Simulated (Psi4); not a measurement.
# SiH2Cl (chlorosilyl radical): USCAN/cc-pVDZ (sweep point 1)

What is the energy change on altering one bond length of SiH2Cl (chlorosilyl radical) at USCAN/cc-pVDZ (sweep point 1)? 

The results are computed with Psi4 1.11.

## 1. Starting point

The species is SiH2Cl (4 atoms), meant as a doublet with charge 0. As SMILES, `[SiH2]Cl`. The coordinates come from a GFN2-xTB relaxation.

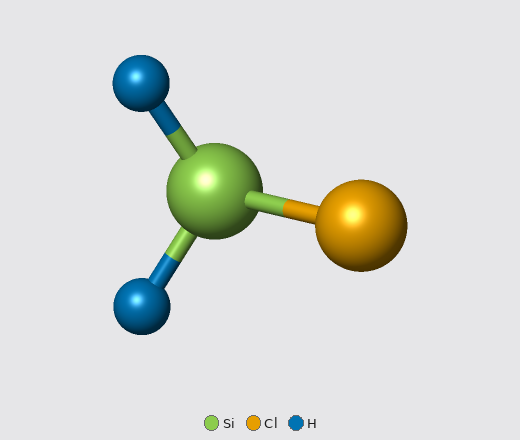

Viewed from a chosen angle; silicon green, chlorine amber, hydrogen blue.

## 2. The energy at USCAN/cc-pVDZ (sweep point 1)

job.dat

```
memory 1.6 GB

molecule mol {
  0 2
  Si    -0.283580     0.237700     0.131590
  Cl     1.597690    -0.059610     0.811090
  H     -1.065000    -0.978280     0.263310
  H     -0.249110     0.800200    -1.205980
  symmetry c1
}

set basis cc-pVDZ
set reference uks
set puream true
set scf_type pk
set dft_radial_points 99
set dft_spherical_points 590
set maxiter 150

result = energy('scan')
```

On the command line:

```
$ psi4 job.dat job.out -n 1
```

job.out:

```text
[...]
  Running in c1 symmetry.
[...]
  Nuclear repulsion =   78.978688451799243
[...]
  Multiplicity = 2
[...]
  Nalpha       = 17
  Nbeta        = 16
[...]
    Number of basis functions: 46
[...]
   @UKS iter   1:  -750.89966148893359   -1.32550e-01   4.64034e-03 DIIS/ADIIS
[...]
   @UKS iter   9:  -750.93349195503788   -2.07172e-09   1.72452e-07 DIIS
[...]
   @S^2 Observed:                7.526479520E-01
[...]
    Orbital Energies [Eh]
    ---------------------
    Alpha Occupied:
       1A   -101.243684     2A    -65.901715     3A     -9.375736
       4A     -7.120114     5A     -7.114712     6A     -7.113455
       7A     -5.251927     8A     -3.598324     9A     -3.596498
      10A     -3.593111    11A     -0.805731    12A     -0.516464
      13A     -0.378972    14A     -0.371757    15A     -0.331973
      16A     -0.300040    17A     -0.199716
    Alpha Virtual:
      18A     -0.017360    19A      0.032923    20A      0.043120
      21A      0.207796    22A      0.247633    23A      0.248428
      24A      0.261944    25A      0.280632    26A      0.304591
[...]
  @UKS Final Energy:  -750.93349195503788
   => Energetics <=
    Nuclear Repulsion Energy =             78.9786884517992434
    One-Electron Energy =               -1194.8165626109660025
    Two-Electron Energy =                 414.8967044484818985
    DFT Exchange-Correlation Energy =     -49.9923222443528275
    Empirical Dispersion Energy =           0.0000000000000000
    VV10 Nonlocal Energy =                  0.0000000000000000
    Total Energy =                       -750.9334919550378800
[...]
 Multipole Moments:
 ------------------------------------------------------------------------------------
     Multipole            Electronic (a.u.)      Nuclear  (a.u.)        Total (a.u.)
 ------------------------------------------------------------------------------------
 L = 1.  Multiply by 2.5417464519 to convert [e a0] to [Debye]
 Dipole X            :          3.0062734           -3.4048088           -0.3985354
 Dipole Y            :          0.1883317           -0.1734506            0.0148811
 Dipole Z            :          1.8919813           -2.0930649           -0.2010836
 Magnitude           :                                                    0.4466392
[...]
```

Run time: 9.3 s. Hardware: 1 thread of Intel Xeon 6975P-C (Granite Rapids), shared host; peak memory 1 GiB.

## 3. The distorted shape at the same level

calc.in

```
memory 1600 mb

molecule {
  0 2
  Si    -0.290473     0.125212     0.399074
  Cl     1.590797    -0.172098     1.078574
  H     -1.071893    -1.090768     0.530794
  H     -0.249110     0.800200    -1.205980
  symmetry c1
}

set {
  reference uks
  puream true
  scf_type pk
  dft_radial_points 99
  dft_spherical_points 590
  maxiter 150
}

energy('scan/cc-pVDZ')
```

On the command line:

```
$ psi4 -n 1 calc.in calc.out
```

calc.out:

```text
[...]
  Running in c1 symmetry.
[...]
  Nuclear repulsion =   77.881143502080093
[...]
  Multiplicity = 2
[...]
  Nalpha       = 17
  Nbeta        = 16
[...]
    Number of basis functions: 46
[...]
   @UKS iter   1:  -750.89011304847827   -1.81014e-01   4.46256e-03 DIIS/ADIIS
[...]
   @UKS iter   9:  -750.92055512085301   -4.72551e-09   3.35116e-07 DIIS
[...]
   @S^2 Observed:                7.524687142E-01
[...]
    Orbital Energies [Eh]
    ---------------------
    Alpha Occupied:
       1A   -101.248587     2A    -65.919575     3A     -9.380611
       4A     -7.125029     5A     -7.119555     6A     -7.118334
       7A     -5.264546     8A     -3.610996     9A     -3.609363
      10A     -3.606113    11A     -0.810045    12A     -0.507828
      13A     -0.382236    14A     -0.355485    15A     -0.335745
      16A     -0.297333    17A     -0.203582
    Alpha Virtual:
      18A     -0.022288    19A     -0.014548    20A      0.038677
      21A      0.210335    22A      0.244218    23A      0.257035
      24A      0.260235    25A      0.285241    26A      0.305854
[...]
  @UKS Final Energy:  -750.92055512085301
   => Energetics <=
    Nuclear Repulsion Energy =             77.8811435020800928
    One-Electron Energy =               -1192.4803076484249686
    Two-Electron Energy =                 413.6068140634162091
    DFT Exchange-Correlation Energy =     -49.9282050379242222
    Empirical Dispersion Energy =           0.0000000000000000
    VV10 Nonlocal Energy =                  0.0000000000000000
    Total Energy =                       -750.9205551208530096
[...]
 Multipole Moments:
 ------------------------------------------------------------------------------------
     Multipole            Electronic (a.u.)      Nuclear  (a.u.)        Total (a.u.)
 ------------------------------------------------------------------------------------
 L = 1.  Multiply by 2.5417464519 to convert [e a0] to [Debye]
 Dipole X            :          3.0280298           -3.3984518           -0.3704220
 Dipole Y            :          0.0013722           -0.0697091           -0.0683369
 Dipole Z            :          2.2859930           -2.3397508           -0.0537578
 Magnitude           :                                                    0.3804896
[...]
```

It took 9.3 s on 1 thread of Intel Xeon 6975P-C (Granite Rapids), shared host; peak memory 1 GiB.

## 4. Results

At USCAN/cc-pVDZ (sweep point 1):

| quantity | value |
| --- | --- |
| first shape: total energy | -750.93349 Eh |
| first shape: dipole moment | 1.14 D |
| first shape: HOMO energy (highest over α and β) | -5.43 eV |
| first shape: LUMO energy (lowest over α and β) | -2.97 eV |
| first shape: ⟨S²⟩ | 0.753 |
| distorted shape: total energy | -750.92056 Eh |
| distorted shape: dipole moment | 0.97 D |
| distorted shape: HOMO energy (highest over α and β) | -5.54 eV |
| distorted shape: LUMO energy (lowest over α and β) | -3.14 eV |
| distorted shape: ⟨S²⟩ | 0.752 |
| energy change with the Si1–H4 bond stretched from 1.451 to 1.742 Å | 0.352 eV |

What this shows: With the Si1–H4 bond stretched from 1.451 to 1.742 Å the energy rises by 0.35 eV (8.1 kcal/mol). The first shape isn't relaxed at this level, so the change isn't measured from a minimum.
